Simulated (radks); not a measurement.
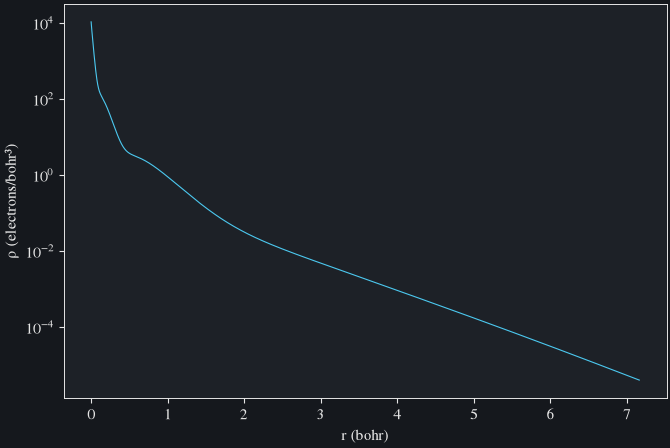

Mn⁺ (Z = 25, 24 electrons); electrons: [Ar] 3d5 4s1. Method: scalar-relativistic Kohn-Sham, revPBE, spin-unpolarised, spherical densities, point nucleus; computed with the in-house radial solver radks.

```
Z 25
configuration [Ar] 3d5 4s1
relativity scalar-relativistic
functional pbe_r,pbe
spin unpolarised
nucleus point
c 137.035999084
```

The plot shows the electron density ρ(r) on a logarithmic scale.

Read the plot.

The density falls from 11000 electrons/bohr³ at the inner end (r = 0.0020 bohr) to 0.001 at r = 3.95 bohr, a common measure of the size of an atom or ion. The highest occupied orbital, 4s (⟨r⟩ = 2.82 bohr, −11.8 eV), is also the most diffuse and sets the fall-off far out: over the last part drawn ln ρ falls by 1.8 per bohr, against 2√(−2ε) = 1.9 for the pure exponential. The steps in the slope mark the shells; the radial density has its minima at 0.094 and 0.47 bohr.
